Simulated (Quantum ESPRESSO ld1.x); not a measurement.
## Run report: Hf⁺, atomic calculation

System: the hafnium ion Hf⁺ in the configuration [Xe] 4f14 5d1 6s2.
Method: non-relativistic Kohn-Sham, PBE, spin-unpolarised, spherical densities, point nucleus (Quantum ESPRESSO ld1.x 7.5).

## Summary

- outcome: converged
- total energy: −14324.6899 hartree
- kinetic energy: 14320.8605 hartree
- electron–nucleus energy: −34088.0979 hartree
- Hartree energy: 5735.3182 hartree
- exchange–correlation energy: −292.770626 hartree
- radius at density 0.001 e/bohr³: 4.73 bohr
- SCF iterations: 28
- hardware: 1 CPU thread, shared host
- wall time: 0.68 s

## Remarks

Relativity is left out, which matters for an atom this heavy.

## The input
```
 &input
    zed=72.0,
    iswitch=1,
    rel=0,
    dft='PBE',
    config='[Xe] 4f14 5d1 6s2',
    prefix='ld1',
    max_out_wfc=37,
    file_charge='ld1.rho',
 /
```

Launched with:
```bash
OMP_NUM_THREADS=1 ld1.x < ld1.in > ld1.out
```

## Log
```
     Program LD1 v.7.5 starts

     --------------------------- All-electron run ----------------------------

     atomic number is 72.00
     dft =PBE   lsd =0 sic =0 latt =0  beta=0.20 tr2=1.0E-14
     Exchange-correlation= PBE
                           (   1   4   3   4   0   0   0)
     mesh =1987 r(mesh) = 100.61827 a.u. xmin = -7.00 dx = 0.00800
     1 Ry =  13.60569312 eV

     n l     nl                  e(Ry)          e(Ha)          e(eV)
     1 0     1S 1( 2.00)     -4425.4429     -2212.7214    -60211.2179
     2 0     2S 1( 2.00)      -723.1783      -361.5891     -9839.3419
     2 1     2P 1( 6.00)      -692.2871      -346.1436     -9419.0463
     3 0     3S 1( 2.00)      -163.8767       -81.9384     -2229.6567
     3 1     3P 1( 6.00)      -149.6663       -74.8331     -2036.3132
     4 0     4S 1( 2.00)       -32.5667       -16.2834      -443.0930
     4 1     4P 1( 6.00)       -26.7092       -13.3546      -363.3971
     3 2     3D 1(10.00)      -123.1852       -61.5926     -1676.0202
     5 0     5S 1( 2.00)        -4.7986        -2.3993       -65.2885
     5 1     5P 1( 6.00)        -3.1776        -1.5888       -43.2331
     4 2     4D 1(10.00)       -16.0841        -8.0421      -218.8355
     4 3     4F 1(14.00)        -2.4440        -1.2220       -33.2523
     5 2     5D 1( 1.00)        -0.8883        -0.4442       -12.0859
     6 0     6S 1( 2.00)        -0.8027        -0.4013       -10.9208

     final scf error:  9.9E-15 reached in  28 iterations

     Etot =  -28649.379774 Ry,  -14324.689887 Ha, -389794.669375 eV

     Ekin =   28641.720945 Ry,   14320.860472 Ha,  389690.465692 eV
     Encl =  -68176.195875 Ry,  -34088.097937 Ha, -927584.399362 eV
     Eh   =   11470.636407 Ry,    5735.318204 Ha,  156065.958883 eV
     Exc  =    -585.541252 Ry,    -292.770626 Ha,   -7966.694588 eV

     normalization and overlap integrals

     s(1S/1S) =  1.000000  <r> =   0.0210  <r2> =    0.0006  r(max) =   0.0140
     s(1S/2S) = -0.000000
     s(1S/3S) =  0.000000
     s(1S/4S) = -0.000000
     s(1S/5S) = -0.000000
     s(1S/6S) = -0.000000
     s(2S/2S) =  1.000000  <r> =   0.0890  <r2> =    0.0093  r(max) =   0.0763
     s(2S/3S) = -0.000000
     s(2S/4S) =  0.000000
     s(2S/5S) = -0.000000
     s(2S/6S) = -0.000000
     s(2P/2P) =  1.000000  <r> =   0.0753  <r2> =    0.0069  r(max) =   0.0591
     s(2P/3P) =  0.000000
     s(2P/4P) =  0.000000
     s(2P/5P) = -0.000000
     s(3S/3S) =  1.000000  <r> =   0.2268  <r2> =    0.0586  r(max) =   0.2092
     s(3S/4S) =  0.000000
     s(3S/5S) =  0.000000
     s(3S/6S) =  0.000000
     s(3P/3P) =  1.000000  <r> =   0.2167  <r2> =    0.0543  r(max) =   0.1978
     s(3P/4P) = -0.000000
     s(3P/5P) =  0.000000
     s(4S/4S) =  1.000000  <r> =   0.5080  <r2> =    0.2910  r(max) =   0.4730
     s(4S/5S) = -0.000000
     s(4S/6S) = -0.000000
     s(4P/4P) =  1.000000  <r> =   0.5166  <r2> =    0.3033  r(max) =   0.4768
     s(4P/5P) =  0.000000
     s(3D/3D) =  1.000000  <r> =   0.1904  <r2> =    0.0424  r(max) =   0.1568
     s(3D/4D) = -0.000000
     s(3D/5D) =  0.000000
     s(5S/5S) =  1.000000  <r> =   1.2360  <r2> =    1.7168  r(max) =   1.1044
     s(5S/6S) =  0.000000
     s(5P/5P) =  1.000000  <r> =   1.3788  <r2> =    2.1559  r(max) =   1.1964
     s(4D/4D) =  1.000000  <r> =   0.5376  <r2> =    0.3350  r(max) =   0.4730
     s(4D/5D) =  0.000000
     s(4F/4F) =  1.000000  <r> =   0.6505  <r2> =    0.5395  r(max) =   0.4472
     s(5D/5D) =  1.000000  <r> =   2.0786  <r2> =    5.1298  r(max) =   1.5830
     s(6S/6S) =  1.000000  <r> =   3.3496  <r2> =   12.5901  r(max) =   2.9545

     ------------------------ End of All-electron run ------------------------
```

## Orbitals

```
orbital  occupation  energy (eV)  ⟨r⟩ (bohr)  outer maximum (bohr)
     1s           2     −60211.2     0.02104                0.0140
     2s           2      −9839.3     0.08903                0.0763
     2p           6      −9419.0     0.07534                0.0591
     3s           2      −2229.7      0.2268                 0.209
     3p           6      −2036.3      0.2167                 0.198
     3d          10      −1676.0      0.1904                 0.157
     4s           2     −443.093      0.5080                 0.473
     4p           6     −363.397      0.5166                 0.477
     4d          10     −218.835      0.5376                 0.473
     5s           2      −65.288       1.236                  1.10
     5p           6      −43.233       1.379                  1.20
     4f          14      −33.252      0.6505                 0.447
     5d           1      −12.086       2.079                  1.58
     6s           2      −10.921       3.350                  2.95
```

## Slater integrals of the outer shells (hartree)

```csv
integral,value
"F0(6s,6s)",0.2689
"F0(6s,5d)",0.3140
"G2(6s,5d)",0.0794
"F0(6s,4f)",0.3531
"G3(6s,4f)",0.0099
"F0(6s,5p)",0.3345
"G1(6s,5p)",0.0233
"F0(5d,5d)",0.4374
"F2(5d,5d)",0.2223
"F4(5d,5d)",0.1448
"F0(5d,4f)",0.5738
"F2(5d,4f)",0.1243
"F4(5d,4f)",0.0575
"G1(5d,4f)",0.0500
"G3(5d,4f)",0.0420
"G5(5d,4f)",0.0323
"F0(5d,5p)",0.5139
"F2(5d,5p)",0.2449
"G1(5d,5p)",0.2907
"G3(5d,5p)",0.1779
```

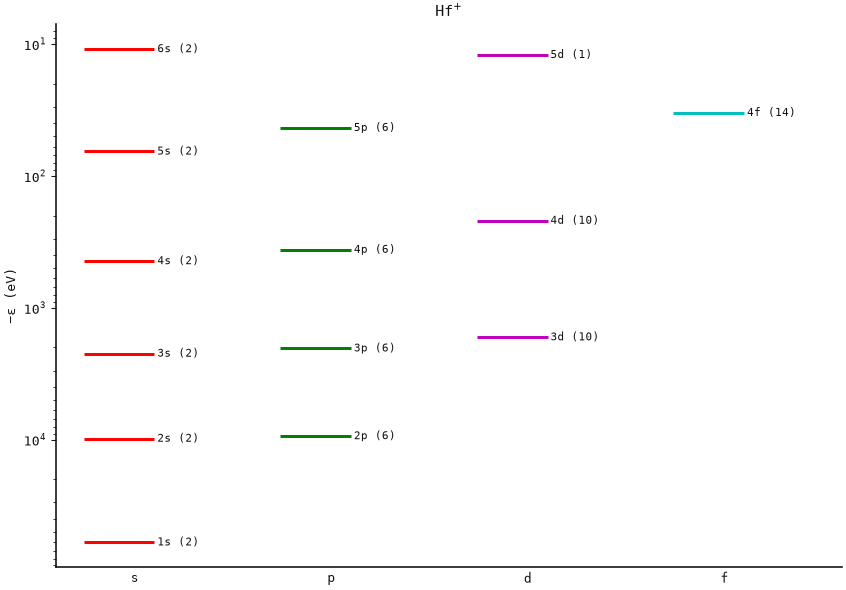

*All occupied levels, on a logarithmic scale of binding energy, are drawn by angular momentum (occupations in brackets).*

The highest occupied level is 6s at −10.9 eV. The highest 5 occupied levels, from the top down, are 6s (−10.9 eV), 5d (−12.1 eV), 4f (−33.3 eV), 5p (−43.2 eV), 5s (−65.3 eV). The open 5d shell lies under a filled one.

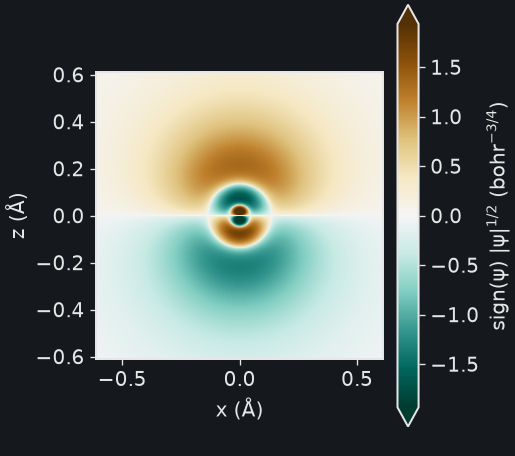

*The 4p(z) orbital. In the xz plane through the nucleus, the colour gives the signed square root of ψ. (1 bohr = 0.529 Å.) The radial function comes from the spherical calculation and is multiplied by a real spherical harmonic; the overall sign is chosen so that the largest lobe of P(r) is positive.*

It has the nodal plane xy and 2 radial nodes, at r = 0.0875 and 0.258 bohr. The outermost maximum of P² lies at 0.477 bohr, ⟨r⟩ = 0.517 bohr, 90 % of the charge lies within 0.750 bohr, and the eigenvalue is −363.4 eV, with 6 electrons in the shell.
